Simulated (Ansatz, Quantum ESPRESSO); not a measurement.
# MgHF (P3m1): Raman and infrared activity, part 3 of 3

Wanted: vibrational spectra of MgHF (P3m1) from linear and non-linear response.

Quantum ESPRESSO 8.0 development, patched; DFT LDA, scalar-relativistic, plane waves, PseudoDojo norm-conserving pseudopotentials.

So far, highest mode moved by the LO-TO term (cm⁻¹): step 8 (modes along a direction of q (1 0 0)) 1167; step 9 (q direction 0×0×1) 1089; step 10 (q direction 1×1×1) 1136.

The structure was built from a prototype and need not be the compound's stable phase.

### 11. The same in Ansatz

A second program on the same cell, potentials, cutoff and meshes tests the implementation of the phonon response, not its convergence. Its field response is summed in its own way. Its k mesh is centred on Γ.

This step: DFT LDA, scalar-relativistic, plane waves, PseudoDojo norm-conserving pseudopotentials (Ansatz 0.2.0).

input.yaml reads:

```yaml
crystal:
  lattice:
    - [3.0051217912, 0.0, 0.0]
    - [-1.5025608931, 2.6025118141, 0.0]
    - [0.0, 0.0, 4.265852194]
  atoms:
    - { symbol: Mg, position: [0.0, 0.0, -0.0025892445] }
    - { symbol: F, position: [0.3333333333, 0.6666666667, 0.2202722122] }
    - { symbol: H, position: [0.6666666667, 0.3333333333, 0.7823170323] }
kpoints:
  mp_grid: { grid: [9, 9, 4] }
hamiltonian:
  xc: lda
  pseudopotentials: { kind: nc, accuracy: standard }
scf:
  occupations: { method: fixed }
output:
  eigenvalues: true
basis:
  ecutwfc: 1142.878
phonons:
  method: dfpt
  dielectric: true
  rigid_motions: translations
  raman: true
```

On the command line:

```
> ansatz run input.yaml --threads 4 --pin off --max-ram 16384MiB --backend cpu --events-out ev --progress --plain --runs-dir out
```

The log of the run:

```text
Warning: basis.ecutwfc = 1142.878 eV is below the records' recommended 1142.878222 eV, and the density's cutoff is lower with it unless basis.ecutrho_ratio is high enough to keep the records' density cutoff: compare with a run at a higher cutoff
Engine: ansatz 0.2.0, x86_64-unknown-linux-gnu
Pseudopotentials: kind: nc
Pseudopotential: Mg, nc, valence charge 10, recommended cutoff 1142.878222 eV (normal), Mg.nc.azcp (PseudoDojo's, or run here from an input of PseudoDojo's; its table is named by hamiltonian.pseudopotentials.accuracy)
Pseudopotential: F, nc, valence charge 7, recommended cutoff 1142.878222 eV (normal), F.nc.azcp (PseudoDojo's, or run here from an input of PseudoDojo's; its table is named by hamiltonian.pseudopotentials.accuracy)
Pseudopotential: H, nc, valence charge 1, recommended cutoff 1006.821291 eV (normal), H.nc.azcp (PseudoDojo's, or run here from an input of PseudoDojo's; its table is named by hamiltonian.pseudopotentials.accuracy)
Functional definition: SPW92
  exchange = slater_x
  correlation = pw_c
Crystal: 3 atoms, lattice volume = 33.363 Å³
Basis set: ecut = 1142.878 eV, 2933 PW (Γ), exchange–correlation on 72×72×96 points (8 copies of the dense FFT grid, shifted against one another)
Bands: 13, of which v1, the nominal top of the filled ones, is band 9 counted from 1 (8 counted from 0)
Symmetry: 6 space group operations
k-points: 95 of 324 (irreducible under 2 space group operations, time reversal used)
Non-local potential: Mg, projectors of the file, l = 0: 2, l = 1: 2
Non-local potential: F, projectors of the file, l = 0: 2, l = 1: 2, l = 2: 1
Non-local potential: H, projectors of the file, l = 0: 2, l = 1: 1
Initial density: superposition of atomic densities (chi_scale 0.1, normalization cell, long waves kept (reshape's long-wave potential 0.16 eV rms))
Initial wavefunctions: pseudopotential atomic-orbital guess
Functional: x = slater, c = lda
SCF iter   1: F=—  HF=-2304.967835 eV  |F-HF|=—  |Δ(HF+E_count)|=         —  Δρ=2.16e-1  dr2=1.38e1  ethr=3.10e-3  ⟨swp⟩=5.0  Hψ=6616  notcnv=0  defer=190
preconditioner: auto → none  [insulator: Δε(μ)=3.233 eV  Ē_g=14.438 eV  n_scr=8 (ndim 8)  ℏωp=20.3 eV  f_vac=0.000  ε∞_Penn≈3.0]
SCF iter   2: F=—  HF=-2301.666191 eV  |F-HF|=—  |Δ(HF+E_count)|=    3.30e0  Δρ=1.36e-1  dr2=3.62e0  ethr=3.10e-3  ⟨swp⟩=4.6  Hψ=4172  notcnv=0  defer=190
SCF iter   3: F=—  HF=-2300.535751 eV  |F-HF|=—  |Δ(HF+E_count)|=    1.13e0  Δρ=2.54e-2  dr2=1.39e-1  ethr=3.10e-3  ⟨swp⟩=2.9  Hψ=2785  notcnv=0  defer=190
SCF iter   4: F=—  HF=-2300.485265 eV  |F-HF|=—  |Δ(HF+E_count)|=   5.05e-2  Δρ=8.39e-3  dr2=1.04e-2  ethr=7.72e-4  ⟨swp⟩=2.9  Hψ=2924  notcnv=0  defer=190
SCF iter   5: F=—  HF=-2300.482470 eV  |F-HF|=—  |Δ(HF+E_count)|=   2.80e-3  Δρ=1.69e-3  dr2=4.00e-4  ethr=5.79e-5  ⟨swp⟩=2.4  Hψ=2164  notcnv=0  defer=190
SCF iter   6: F=—  HF=-2300.482411 eV  |F-HF|=—  |Δ(HF+E_count)|=   5.84e-5  Δρ=2.30e-4  dr2=1.36e-5  ethr=2.22e-6  ⟨swp⟩=2.2  Hψ=1699  notcnv=0  defer=190
SCF iter   7: F=—  HF=-2300.482408 eV  |F-HF|=—  |Δ(HF+E_count)|=   3.37e-6  Δρ=5.15e-5  dr2=9.80e-7  ethr=7.55e-8  ⟨swp⟩=2.4  Hψ=1616  notcnv=0  defer=60
SCF iter   8: F=—  HF=-2300.482408 eV  |F-HF|=—  |Δ(HF+E_count)|=   2.17e-7  Δρ=5.73e-6  dr2=1.16e-8  ethr=5.45e-9  ⟨swp⟩=2.3  Hψ=1631  notcnv=0
SCF iter   9: F=—  HF=-2300.482408 eV  |F-HF|=—  |Δ(HF+E_count)|=   1.99e-9  Δρ=1.41e-6  dr2=6.00e-10  ethr=6.42e-11  ⟨swp⟩=2.5  Hψ=1943  notcnv=0
SCF iter  10: F=-2300.482408 eV  HF=-2300.482408 eV  |F-HF|=1.36e-11  |Δ(HF+E_count)|=  1.90e-10  Δρ=3.11e-7  dr2=1.57e-11  ethr=1.00e-12  ⟨swp⟩=9.3  Hψ=8269  notcnv=0
SCF 1 converged in 10 iterations: F = -2300.482408 eV  dr2 = 1.57e-11
NSCF: frozen V_eff on 4 k-points
DFPT response loops at Γ: preconditioner auto → none (the input reference at scf.mixing.eps_inf says where Resta's filter doesn't serve); β = 0.50; Broyden in place of MSR1
── the response to a field inside a basis, on 12×12×8 k-points: an SCF that follows is theirs, and a resumed run solves both again ──
Bands: 10, of which v1, the nominal top of the filled ones, is band 9 counted from 1 (8 counted from 0)
k-points: 312 of 1152 (irreducible under 2 space group operations, time reversal used)
Initial density: handed on by an earlier stage of this run
Initial wavefunctions: pseudopotential atomic-orbital guess (no wavefunctions were taken with the density)
Eigensolver: Dense (312 Hₖ)
SCF iter   1: F=—  HF=-2300.480157 eV  |F-HF|=—  |Δ(HF+E_count)|=         —  Δρ=1.09e-4  dr2=2.90e-7  ethr=1.00e-1
preconditioner: auto → none  [insulator: Δε(μ)=4.629 eV  Ē_g=10.070 eV  n_scr=8 (ndim 8)  ℏωp=18.2 eV  f_vac=0.090  ε∞_Penn≈4.3]
SCF iter   2: F=—  HF=-2300.480157 eV  |F-HF|=—  |Δ(HF+E_count)|=   5.71e-7  Δρ=5.42e-5  dr2=7.16e-8  ethr=1.61e-9
SCF iter   3: F=—  HF=-2300.480158 eV  |F-HF|=—  |Δ(HF+E_count)|=   1.96e-7  Δρ=2.83e-6  dr2=1.65e-9  ethr=3.98e-10
SCF iter   4: F=-2300.480158 eV  HF=-2300.480158 eV  |F-HF|=4.82e-11  |Δ(HF+E_count)|=  4.62e-10  Δρ=7.24e-7  dr2=6.93e-11  ethr=9.19e-12
SCF 1 converged in 4 iterations: F = -2300.480158 eV  dr2 = 6.93e-11
DFPT response loops at Γ: mixed as the last ones told, above
DFPT response loops at Γ: mixed as the last ones told, above
SCF converged after 10 iterations
Free energy (F): -2300.482408 eV
Harris-Foulkes:  -2300.482408 eV  (|F-HF|=1.36e-11)
Internal energy: -2300.482408 eV  (E = F + TS)
E sigma→0 (E₀):  -2300.482408 eV
Fermi energy:    2.452986 eV
--- Per-component energies (eV) ---
  E_band       = -416.339953
  E_kinetic    = 1378.826292
  E_local      = -2615.581856  (includes V_loc(G=0)·N_el)
  E_nonlocal   = -572.001024
  E_hartree    = 924.640942
  E_xc         = -367.508337
  E_vxc        = -456.865408  (∫ρ·V_xc dr)
  E_ewald      = -1048.858425
  E_smearing   = -0.000000  (= −TS)
  E_closure    = -0.000000  (closes the sum)
  Σ components = -2300.482408   (vs F -2300.482408, Δ=0.00e0)
--- Band table (eV; the first three rows and the last of 95) ---
  k-point 0: bands = [... 5 lower, -2.5938, -1.3491, -1.3491, -0.5899, 9.9685, 11.3570, 16.8354, 18.0962]
  k-point 1: bands = [... 5 lower, -3.1047, -1.3465, -1.3465, 0.2619, 8.0397, 13.8595, 17.0077, 18.2821]
  k-point 2: bands = [... 5 lower, -3.4481, -1.3439, -1.3439, 1.0328, 6.8976, 16.2595, 17.4123, 18.4994]
  k-point 94: bands = [... 5 lower, -2.8753, -2.0497, -1.9155, 1.7511, 9.4761, 10.7921, 12.2486, 14.5657]
--- Phonons (Γ-DFPT): 6 representative perturbations + reference, on 95 of 324 k-points (Σ response iterations 19) ---
  k mesh reduced under 2 symmetry operations, with k and −k counted as one. Each operation leaves every solved perturbation unchanged. A smaller set is not considered because the run solves the response to a homogeneous field
  ASR residual: 4.842e-4 → 0.000e0 eV/Å²; symmetrization residual: 1.901e-6 eV/Å²
  ASR residual per site (eV/Å²): 4.84e-4 2.53e-4 4.38e-5
  Γ frequencies (cm⁻¹): 0.00 0.00 0.00 368.45 368.45 404.33 949.63 949.63 1029.37
  ε∞ (high-frequency dielectric tensor):
        2.806454     0.000000     0.000000
        0.000000     2.806454     0.000000
        0.000000     0.000000     2.298993
  ε⁰ (static dielectric tensor: ions relaxed, cell fixed):
        6.062058     0.000000     0.000000
        0.000000     6.062058    -0.000000
        0.000000    -0.000000     3.829383
  ε⁰ − ε∞ (ionic part):
        3.255604     0.000000     0.000000
        0.000000     3.255604    -0.000000
        0.000000    -0.000000     1.530390
  softest optical mode at Γ: 368.45 cm⁻¹; the repairs (sum rule, projections) moved no ω² at Γ by more than (4.05 cm⁻¹)²
  Born effective charges Z* (e; rows j = field, columns β = displacement):
    site 0:
         2.01371    0.00000    0.00000
         0.00000    2.01371    0.00000
         0.00000    0.00000    1.47238
    site 1:
        -1.14454   -0.00000   -0.00000
        -0.00000   -1.14454   -0.00000
        -0.00000   -0.00000   -1.05621
    site 2:
        -0.86917   -0.00000    0.00000
        -0.00000   -0.86917    0.00000
         0.00000    0.00000   -0.41617
  Z* charge neutrality: 8.408e-4 e pre-enforcement
  solved inside a basis spanned on kpoints, on 12×12×8 k-points: ε∞ is read to err by 5.5e-3, Z* by 1.2e-2 e (field_mesh: kpoints solves on kpoints); Z* is corrected for what the basis lacks
  Raman tensors (in the event stream and the table raman_tensors.tsv): an entry may err by 1.3e-3 Å², one of the second-order susceptibility by 2.1e-3 pm/V (basis, points and sum rule); their sum over the sites missed zero by 3.226e-5 Å² ahead of its enforcement
  optical modes at Γ without the LO–TO term, one row a degenerate level:
      ω (cm⁻¹)  modes    IR ((D/Å)²/amu)  static Raman (Å⁴/amu)  depolarisation
        368.45      2             8.2208                 0.5453           0.750
        404.33      1             3.2818                 0.6251           0.004
        949.63      2            37.2398                 9.1370           0.750
       1029.37      1             4.0947               141.0347           0.004
  optical modes at Γ + LO–TO along q̂ = [1.0000, 0.0000, 0.0000]:
      ω (cm⁻¹)  modes    IR ((D/Å)²/amu)  static Raman (Å⁴/amu)  depolarisation
        368.45      1             4.1104                 0.2727           0.750
        404.33      1             3.2818                 0.6251           0.004
        440.79      1             1.5583                 1.3471           0.750
        949.63      1            18.6199                 4.5685           0.750
       1029.37      1             4.0947               141.0347           0.004
       1166.63      1            21.1720                 0.6896           0.750
  optical modes at Γ + LO–TO along q̂ = [0.0000, 1.0000, 0.0000]:
      ω (cm⁻¹)  modes    IR ((D/Å)²/amu)  static Raman (Å⁴/amu)  depolarisation
        368.45      1             4.1104                 0.2727           0.750
        404.33      1             3.2818                 0.6251           0.004
        440.79      1             1.5583                 1.3471           0.750
        949.63      1            18.6199                 4.5685           0.750
       1029.37      1             4.0947               141.0347           0.004
       1166.63      1            21.1720                 0.6896           0.750
  optical modes at Γ + LO–TO along q̂ = [0.0000, 0.0000, 1.0000]:
      ω (cm⁻¹)  modes    IR ((D/Å)²/amu)  static Raman (Å⁴/amu)  depolarisation
        368.45      2             8.2208                 0.5453           0.750
        493.53      1             2.4973                 8.1117           0.002
        949.63      2            37.2398                 9.1370           0.750
       1088.41      1             4.8792               112.9582           0.004
```

It took 2.6 min on 4 threads of Intel Xeon Platinum 8375C at 2.90GHz (Ice Lake), shared host; peak memory 2.1 GiB; 9.9 min of CPU time.

Read from the output:

| Property | Result |
| --- | --- |
| sum-rule residual before enforcement | 4.84e-4 eV/Å² |
| miss of the charge sum rule | 8.41e-4 e |
| estimated error of the dielectric tensor | 0.005547 |
| estimated error of the Born charges | 0.01158 e |
| highest optical zone-centre mode (no LO-TO term) | 1029 cm⁻¹ |
| lowest optical zone-centre mode | 368.4 cm⁻¹ |
| mean high-frequency dielectric constant | 2.637 |
| mean static dielectric constant | 5.318 |
| highest mode moved by the LO-TO term | 1167 cm⁻¹ |

Transverse modes. Lines of the infrared spectrum (strongest = 100):

```csv
position (cm⁻¹),label,"IR intensity ((D/Å)²/amu), degenerate modes summed, relative"
368,E,22
404,A1,8.8
950,E,100
1029,A1,11
```

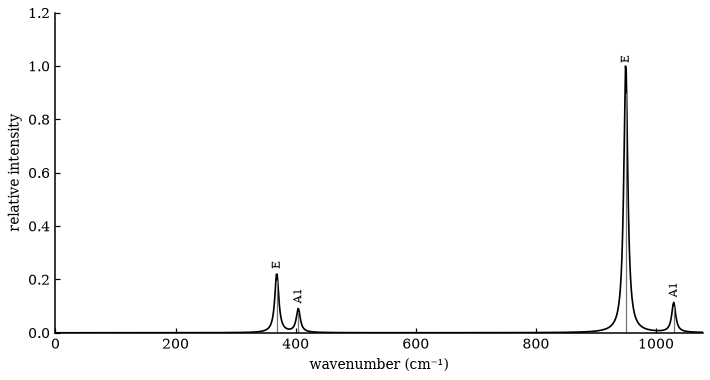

The infrared spectrum, broadened with Lorentzians of width 8 cm⁻¹; bars mark the lines.

Activity x (w_L - w)^4 (n + 1)/w, 532 nm, 300 K. Lines of the Raman spectrum (strongest = 100):

```csv
position (cm⁻¹),label,"Stokes intensity, strongest 100"
368,E,1.5
404,A1,1.5
950,E,7.2
1029,A1,100
```

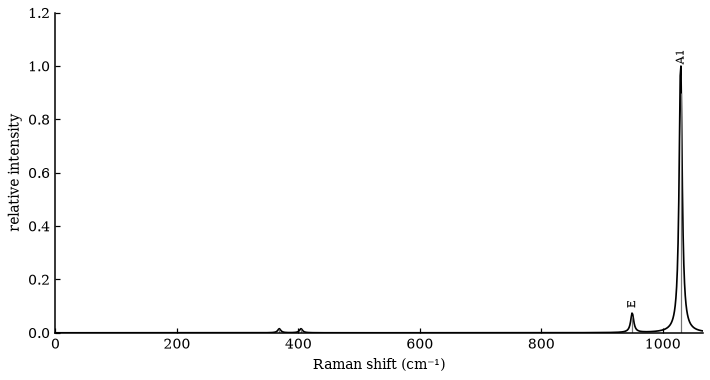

The Raman spectrum, broadened with Lorentzians of width 6 cm⁻¹; bars mark the lines.

### 12. The two compared: QE PseudoDojo and Ansatz, PseudoDojo

Worked out from the results:

| Item | Value |
| --- | --- |
| root-mean-square difference | 0.25 cm⁻¹ |
| largest difference | 0.47 cm⁻¹ |

Frequencies side by side, by row:

```csv
q (reciprocal lattice),mode,QE PseudoDojo (cm⁻¹),"Ansatz, PseudoDojo (cm⁻¹)"
0 0 0,1,0,0
0 0 0,2,0,0
0 0 0,3,0,0
0 0 0,4,368.5,368.4
0 0 0,5,368.5,368.4
0 0 0,6,404.6,404.3
0 0 0,7,949.9,949.6
0 0 0,8,949.9,949.6
0 0 0,9,1030,1029
```

The two runs side by side. Further quantities:

```csv
quantity,QE PseudoDojo,"Ansatz, PseudoDojo"
mean ε∞,2.638,2.637
"largest Born charge in size (e; the first before, the second after the charge sum rule)",1.833,1.833
summed IR intensity ((D/Å)²/amu),52.81,52.84
summed Raman activity (Å⁴/amu),150.7,151.3
```

At the zone centre the largest difference (acoustic modes at Γ apart) is 0.05 % of the highest mode.

### 13. What came out

```yaml
space_group_after_relaxation: P3m1
volume_per_atom: 11.1 Å³
gap_on_the_k_mesh: 4.44 eV
highest_optical_zone_centre_mode_no_lo_to_term: 1030 cm⁻¹
lowest_optical_zone_centre_mode: 368.5 cm⁻¹
highest_mode_moved_by_the_lo_to_term: 1167 cm⁻¹
mean_high_frequency_dielectric_constant: 2.64
largest_born_charge_in_size_third_of_the_trace: 1.83 e
mean_static_dielectric_constant: 5.32
imaginary_optical_modes_at_the_zone_centre_no_q_mesh_in_this_session: none
largest_difference_from_ansatz_pseudodojo: 0.47 cm⁻¹
```

What this shows: The largest Raman activity of MgHF (P3m1) lies at 1030 cm⁻¹ and the strongest infrared line at 950 cm⁻¹ (transverse modes). At the LDA level the optical modes of MgHF (P3m1) at the zone centre (no LO-TO term) run from 368 to 1030 cm⁻¹. Along the directions run, the highest mode that the macroscopic field moves lies at 1167 cm⁻¹. Lattice motion raises the mean dielectric constant from 2.638 to 5.316. Of the 6 optical modes, 6 are both infrared and Raman active. QE PseudoDojo and Ansatz, PseudoDojo agree to 0.47 cm⁻¹ (0.05 % of the highest mode compared) on all solved modes but the acoustic ones at Γ, without the LO-TO term. These are harmonic frequencies at zero temperature: anharmonic shifts and linewidths and thermal expansion are left out. The build is a development version in which the Raman tensors of release 7.5 are mended; dynmat.x leaves out the electro-optic term of LO lines. The structure is a hypothetical one, built on a prototype.

[Host names and launcher messages were left out of these logs when they were recorded.]

[Logs are printed without paths, hosts, clocks, repeated set-up lines and the standing remarks that a program may print on its own settings, such as how far it seeks lower states.]

[Hosts, paths, dates, database ids (printed as entryN), source tags and the programs' standing remarks are cut or masked in the printed files.]
